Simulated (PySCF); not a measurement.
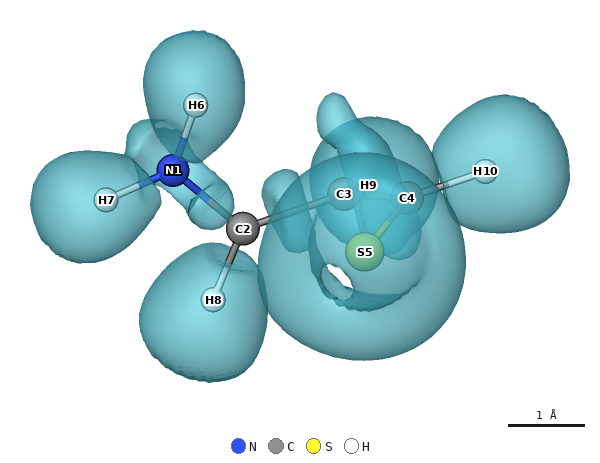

Figure 1: C$_{3}$H$_{5}$NS. Isosurface of the ELF at 0.8 (cyan), seen from one side. Core shells and regions of very low density are left out.

Geometry: PBE0-D3(BJ)/def2-SVP.

The calculation used PBE0/pcSseg-1, SCF density, gas phase, non-relativistic (PySCF).

```csv
atom,x (Å),y (Å),z (Å)
N,1.3446,-0.5637,-0.6777
C,0.7312,0.3926,-0.0120
C,-0.6690,0.7195,-0.1989
C,-1.5054,-0.0728,0.5360
S,-0.8333,-1.1765,1.6455
H,0.7684,-1.2562,-1.1495
H,2.2912,-0.8361,-0.4348
H,1.4186,1.0775,0.5131
H,-0.9502,1.6632,-0.6797
H,-2.5961,0.0525,0.4580
```

Identify the bonds, lone pairs and shells in this picture.

The surface consists of two regions between bonded C–C atoms (shared pairs), one region between bonded C–S atoms (shared pairs), three regions around hydrogen nuclei, one ring or bowl of non-bonding electrons around S and one joined region spread over several atoms (H, N), in which their bonds and any lone pairs are merged. Along the contacts the grid gives the following. C–N (1.32 Å): the ELF peaks at about 0.90 between the atoms, as expected for localised, covalent bonding. C–C (1.37 Å): the ELF peaks at about 0.95 between the atoms: localised, covalent bonding.
